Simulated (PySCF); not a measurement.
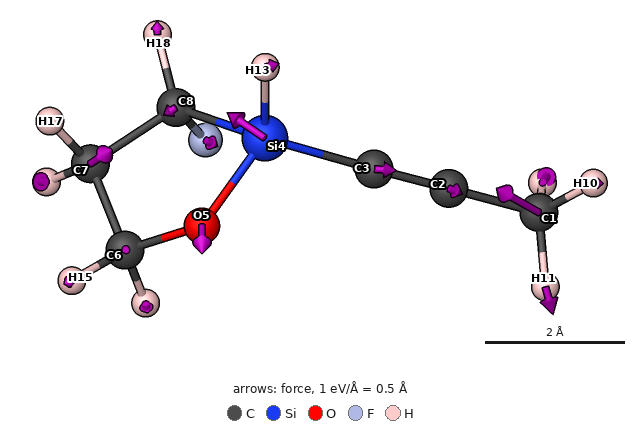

Starting geometry of C6H9FOSi with the computed forces as purple arrows. A ball-and-stick model, seen at a tilt.

The start comes from GFN2-xTB. Its atoms were then displaced at random by about 0.01 Å.

Computed with PBE0-D3(BJ)/def2-SVP geometry optimisation, gas phase in PySCF. 

**Is this structure relaxed? If not, where do the atoms go?**

It isn't relaxed: the largest force vector, on a C atom, is 2.12 eV/Å. The final displacements have little in common with the starting forces (cosine between the two patterns 0.15). The largest move after the best rigid fit is that of an H atom, 0.27 Å. By element the largest moves are H 0.27 Å, F 0.21 Å, O 0.14 Å, Si 0.11 Å, C 0.11 Å. Among the contacts that change: O–Si 1.647 → 1.680 Å, C–H 1.069 → 1.101 Å, C–Si 1.789 → 1.815 Å, C–C 1.473 → 1.449 Å. Among the angles between lasting bonds that change: C–Si–H 117.6° → 109.8°, H–C–H 111.6° → 107.9°, C–C–H 107.6° → 111.2°. The energy falls by 18.0 kJ/mol in 8 geometry steps.
